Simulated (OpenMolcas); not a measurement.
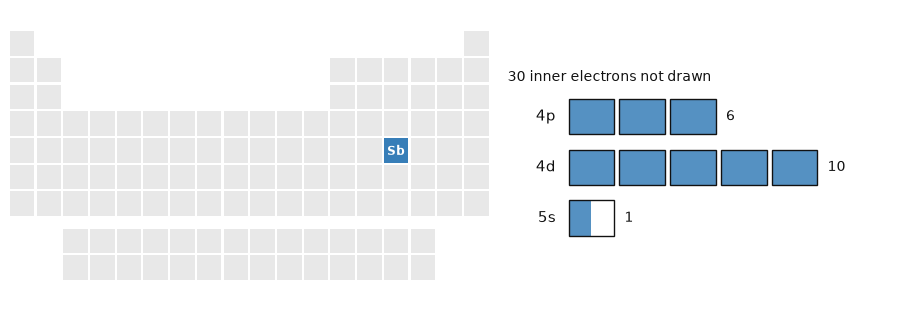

Fig. 1: Left, the place of antimony in the periodic table; right, the outer shells of the leading configuration of the lowest level: a box for each of the 2l + 1 orbitals, shaded by the share of the shell that is filled, with the electron count at the right.

## Run report: Sb⁴⁺, multiconfigurational calculation

- system: Sb⁴⁺.
- method: state-averaged CASSCF, active space 1 electron in the shells 5s 5p, basis ANO-R2, X2C scalar Hamiltonian, spin-orbit coupling by RASSI with atomic mean-field integrals (OpenMolcas)

## The program's output (extracts)
```
--- SEWARD ---
Basis set label: SB.ANO-R...7S6P4D2F1G.

      Electronic valence basis set:
      ------------------
      Associated Effective Charge  51.000000 au
      Associated Actual Charge     51.000000 au
      Nuclear Model: Finite nucleus - Gaussian distribution
        Gaussian exponent, Xi/bohr**(-2):  1.89752E+08

      Shell  nPrim  nBasis  Cartesian Spherical Contaminant
         s      23       7        X
         p      18       6        X
         d      12       4                 X
         f       6       2                 X
         g       5       1                 X
                  Relativistic X2C integrals
                  Atomic mean-field integrals
--- RASSCF ---
Wave function specifications:
      -----------------------------

      Number of closed shell electrons          46
      Number of electrons in active shells       1
      Max number of holes in RAS1 space          0
      Max nr of electrons in RAS3 space          0
      Number of inactive orbitals               23
      Number of active orbitals                  4
      Number of secondary orbitals              41
      Spin quantum number                      0.5
      State symmetry                             1
Orbital specifications:
      -----------------------

      Symmetry species                           1   2
                                                ag  au
      Frozen orbitals                            0   0
      Inactive orbitals                         14   9
      Active orbitals                            1   3
      RAS1 orbitals                              0   0
      RAS2 orbitals                              1   3
      RAS3 orbitals                              0   0
      Secondary orbitals                        21  20
      Deleted orbitals                           0   0
      Number of basis functions                 36  32
      Number of CSFs                             1
      Number of root(s) required                 1
      Iter CI   SX   CI       RASSCF       Energy    max ROT     max BLB   max BLB  Level Ln srch  Step   QN
          iter iter root      energy       change     param      element    value   shift minimum  type update
 Nr of preliminary CI iterations:   1
 ###############################################################################
 ###############################################################################
 ###                                                                         ###
 ###                                                                         ###
 ###    WARNING: Problems in orbital optimization.                           ###
 ###                                                                         ###
 ###                                                                         ###
 ###############################################################################
 ###############################################################################
  Warning: In symmetry  2, orbital p=  10 has diagonal density matrix element D(p,p) close to zero. D(p,p)=  0.000000E+00
  Warning: In symmetry  2, orbital p=  11 has diagonal density matrix element D(p,p) close to zero. D(p,p)=  0.000000E+00
        ...
  Warning: In symmetry  2, orbital p=  10 has diagonal density matrix element D(p,p) close to zero. D(p,p)=  0.000000E+00
  Warning: In symmetry  2, orbital p=  11 has diagonal density matrix element D(p,p) close to zero. D(p,p)=  0.000000E+00
  Warning: In symmetry  2, orbital p=  12 has diagonal density matrix element D(p,p) close to zero. D(p,p)=  0.000000E+00
        4   1    1    1  -474.70973120   -5.46E-12   0.00E+00   10  27 1  3.28E-08   0.50   0.00    SX    NO
      Convergence after  4 iterations
        5   1    1    1  -474.70973120    4.55E-12   0.00E+00   10  27 1  3.28E-08   0.50   0.00    SX    NO
      Natural orbitals and occupation numbers for root  1
      sym 1:   1.000000
      sym 2:   0.000000   0.000000   0.000000
::    RASSCF root number  1 Total energy:  -6474.70973120
--- RASSCF ---
Wave function specifications:
      -----------------------------

      Number of closed shell electrons          46
      Number of electrons in active shells       1
      Max number of holes in RAS1 space          0
      Max nr of electrons in RAS3 space          0
      Number of inactive orbitals               23
      Number of active orbitals                  4
      Number of secondary orbitals              41
      Spin quantum number                      0.5
      State symmetry                             2
Orbital specifications:
      -----------------------

      Symmetry species                           1   2
                                                ag  au
      Frozen orbitals                            0   0
      Inactive orbitals                         14   9
      Active orbitals                            1   3
      RAS1 orbitals                              0   0
      RAS2 orbitals                              1   3
      RAS3 orbitals                              0   0
      Secondary orbitals                        21  20
      Deleted orbitals                           0   0
      Number of basis functions                 36  32
      Number of CSFs                             3
      Number of root(s) required                 3
      Iter CI   SX   CI       RASSCF       Energy    max ROT     max BLB   max BLB  Level Ln srch  Step   QN
          iter iter root      energy       change     param      element    value   shift minimum  type update
 Nr of preliminary CI iterations:   1
 ###############################################################################
 ###############################################################################
 ###                                                                         ###
 ###                                                                         ###
 ###    WARNING: Problems in orbital optimization.                           ###
 ###                                                                         ###
 ###                                                                         ###
 ###############################################################################
 ###############################################################################
  Warning: In symmetry  1, orbital p=  15 has diagonal density matrix element D(p,p) close to zero. D(p,p)=  0.000000E+00
      Total energies have been shifted. Add                -6000.00 au
        ...
 ###############################################################################
 ###############################################################################
  Warning: In symmetry  1, orbital p=  15 has diagonal density matrix element D(p,p) close to zero. D(p,p)=  0.000000E+00
        4   1    1    0  -474.32671737    2.73E-12   0.00E+00   10  22 1 -1.80E-08   0.50   0.00    SX    NO
      Convergence after  4 iterations
        5   1    1    0  -474.32671737   -2.73E-12   0.00E+00   10  22 1 -1.80E-08   0.50   0.00    SX    NO
      Natural orbitals and occupation numbers for root  1
      sym 1:   0.000000
      sym 2:   1.000000   0.000000   0.000000
      Natural orbitals and occupation numbers for root  2
      sym 1:   0.000000
      sym 2:   0.000000   0.000000   1.000000
      Natural orbitals and occupation numbers for root  3
      sym 1:   0.000000
      sym 2:  -0.000000   1.000000   0.000000
::    RASSCF root number  1 Total energy:  -6474.32671737
::    RASSCF root number  2 Total energy:  -6474.32671737
::    RASSCF root number  3 Total energy:  -6474.32671737
--- RASSI ---
SPIN-FREE ENERGIES:
  (Shifted by EMIN (a.u.) =      -6474.7097311979)

 SF State       Relative EMIN(au)   Rel lowest level(eV)    D:o, cm**(-1)      L_eff

     1             0.0000000000        0.0000000000              0.0000         0.0
     2             0.3830138231       10.4223370779          84061.8176         1.0
     3             0.3830138231       10.4223370779          84061.8176         1.0
     4             0.3830138231       10.4223370779          84061.8176         1.0
     Dipole printing threshold changed to   1.00000000E+00

++ Dipole transition strengths (spin-free states):
   -----------------------------------------------
     for osc. strength at least  1.00000000E+00

  ( Max oscillator strength is only   0.37898762277196885      )
--
Eigenvalues of complex Hamiltonian:
   -----------------------------------
  (Shifted by EMIN (a.u.) =      -6474.7097311979)

 SO State       Relative EMIN(au)   Rel lowest level(eV)    D:o, cm**(-1)     J-value

     1             0.0000000000        0.0000000000              0.0000         0.4
     2             0.0000000000        0.0000000000              0.0000         0.4
     3             0.3602830081        9.8038000918          79072.9804         0.4
     4             0.3602830081        9.8038000918          79072.9804         0.4
     5             0.3943792306       10.7316055709          86556.2363         1.0
     6             0.3943792306       10.7316055709          86556.2363         1.0
     7             0.3943792306       10.7316055709          86556.2363         1.3
     8             0.3943792306       10.7316055709          86556.2363         1.3
Weights of the five most important spin-orbit-free states for each spin-orbit state.

 SO State  Total energy (au)           Spin-free states, spin, and weights
 -------------------------------------------------------------------------------------------------------
    1         0.000000       1 0.5  1.0000    4 0.5  0.0000    3 0.5  0.0000    2 0.5  0.0000
    2         0.000000       1 0.5  1.0000    4 0.5  0.0000    3 0.5  0.0000    2 0.5  0.0000
    3         0.360283       3 0.5  0.3333    2 0.5  0.3333    4 0.5  0.3333    1 0.5  0.0000
    4         0.360283       3 0.5  0.3333    2 0.5  0.3333    4 0.5  0.3333    1 0.5  0.0000
    5         0.394379       4 0.5  0.6667    3 0.5  0.1667    2 0.5  0.1667    1 0.5  0.0000
    6         0.394379       4 0.5  0.6667    3 0.5  0.1667    2 0.5  0.1667    1 0.5  0.0000
    7         0.394379       3 0.5  0.5000    2 0.5  0.5000    4 0.5  0.0000    1 0.5  0.0000
    8         0.394379       3 0.5  0.5000    2 0.5  0.5000    4 0.5  0.0000    1 0.5  0.0000
 -------------------------------------------------------------------------------------------------------
```

## Spin-orbit levels, grouped by J and assigned

| Configuration | Level | E (cm⁻¹) | LS purity (%) | Landé g |
| --- | --- | --- | --- | --- |
| 5s | ²S₁/₂ | 0 | 100 | 2.002 |
| 5p | ²P°₁/₂ | 79,070 | 100 | 0.666 |
| 5p | ²P°₃/₂ | 86,560 | 100 | 1.334 |

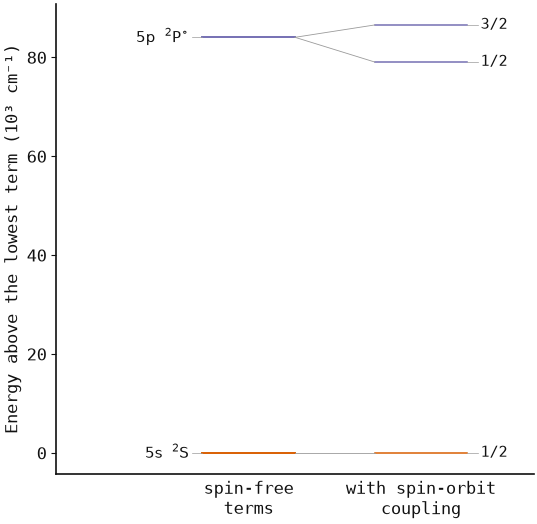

Fig. 2: Terms of Sb⁴⁺ (antimony, Z = 51) without and with spin-orbit coupling; numbers at the right are J. 5s ²S (at 0) gives the one level J = 1/2; 5p ²P° (at 84,100 cm⁻¹) splits over 7,480 cm⁻¹ into J = 1/2, 3/2 from the bottom up (normal). The ground level lies 0 below the lowest term.

## Input file
```
&GATEWAY
Coord
1

Sb 0.0 0.0 0.0
Basis=ANO-R2
Group=XYZ
NoMove
AngMom=0.0 0.0 0.0
AMFI
&SEWARD
&RASSCF
FileOrb=start.orb
Symmetry=1
Spin=2
nActEl=1 0 0
Inactive=14 9
Ras2=1 3
CIRoot=1 1 1
SDav=1
CIMx=300
Iter=120 100
PrWF=0.3
OrbListing=Nothing
MaxOrb=0
Atom
>>> COPY $Project.JobIph JOB001
&RASSCF
FileOrb=start.orb
Symmetry=2
Spin=2
nActEl=1 0 0
Inactive=14 9
Ras2=1 3
CIRoot=3 3 1
SDav=3
CIMx=300
Iter=120 100
PrWF=0.3
OrbListing=Nothing
MaxOrb=0
Atom
>>> COPY $Project.JobIph JOB002
&RASSI
NrOfJobIphs=2 1 3
1
1 2 3
IphNames
JOB001
JOB002
EJob
SpinOrbit
DIPRint=1.0
SOCoupling=1000.0
Subsets=2
MEES
Property=10
'ANGMOM' 1 'ANGMOM' 2 'ANGMOM' 3 'MLTPL  1' 1 'MLTPL  1' 2 'MLTPL  1' 3
'AMFI' 1 'AMFI' 2 'AMFI' 3 'MLTPL  2' 6
SOProperty=3
'ANGMOM' 1 'ANGMOM' 2 'ANGMOM' 3
```

The file start.orb holds starting orbitals from an earlier step. A driver script formed the levels outside the program, from RASSI's spin-orbit matrix and the active-space energies, averaged over the components of each term or state.

## Results in brief

```
                                 quantity                                      value
                                  outcome                                  converged
                             lowest level                                   5s ²S₁/₂
                      first excited level  5p ²P°₁/₂, 79,073 cm⁻¹ (measured: 81,566)
      energy of the lowest spin-free term                        −6474.70973 hartree
    energy of the lowest spin-orbit level                        −6474.70973 hartree
largest spread among components of a term                                   0.0 cm⁻¹
                                 hardware                  1 CPU thread, shared host
                                wall time                                        7 s
```
